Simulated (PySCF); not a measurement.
C₅H₁₃FOSi₂ (SMILES C[SiH2]C[C@H]([SiH2]F)C(C)=O)

```xyz
22

C     3.5181    0.1141    0.4842
Si    1.9126    0.6044   -0.4185
C     0.6423   -0.7420    0.0730
C    -0.7621   -0.1895    0.3216
Si   -2.0129   -1.6248    0.4611
F    -1.4352   -2.6125    1.5933
C    -1.1334    0.7997   -0.7340
C    -2.5121    1.4028   -0.6443
O    -0.3653    1.1018   -1.6192
H     4.3194    0.8047    0.2443
H     3.4011    0.1153    1.5640
H     3.8471   -0.8794    0.1944
H     2.2021    0.6211   -1.8499
H     1.5129    1.9152    0.1124
H     0.5996   -1.4726   -0.7368
H     0.9709   -1.2788    0.9624
H    -0.7737    0.3562    1.2721
H    -2.0607   -2.4165   -0.7568
H    -3.3131   -1.2234    0.9789
H    -3.2276    0.7117   -1.0872
H    -2.5426    2.3336   -1.2053
H    -2.7978    1.5782    0.3886
```

Geometry: GFN2-xTB.

The calculation used PBE0/pcSseg-1, SCF density, gas phase, non-relativistic in PySCF 2.14.0.

### What can the converged electron density and electron localisation function tell about the bonding?

C–O (1.21 Å): ρ is about 3.3 e/Å³ halfway; the ELF peaks at about 0.85 between the atoms (a short, multiple covalent bond).
C–C (1.49 Å): ρ at the midpoint is about 1.8 e/Å³; the ELF peaks at about 0.95 between the atoms (a covalent bond).
C–H (1.09 Å): the density is about 2 e/Å³ at the midpoint; the ELF climbs to about 1 towards the hydrogen, as it does in any bond to H: a covalent bond by its length.

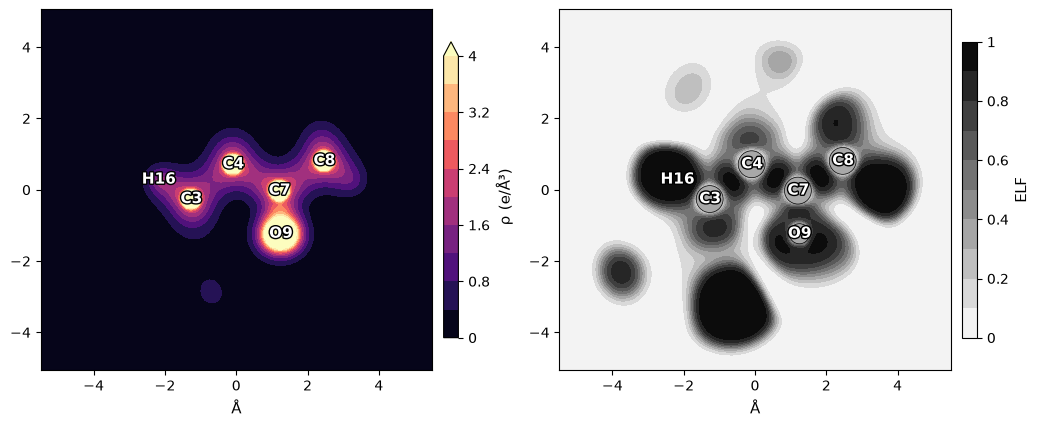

Computed electron density and electron localisation function on the plane of atoms C4, C7 and O9, in this order. Grey discs cover the atomic cores in the ELF map. 
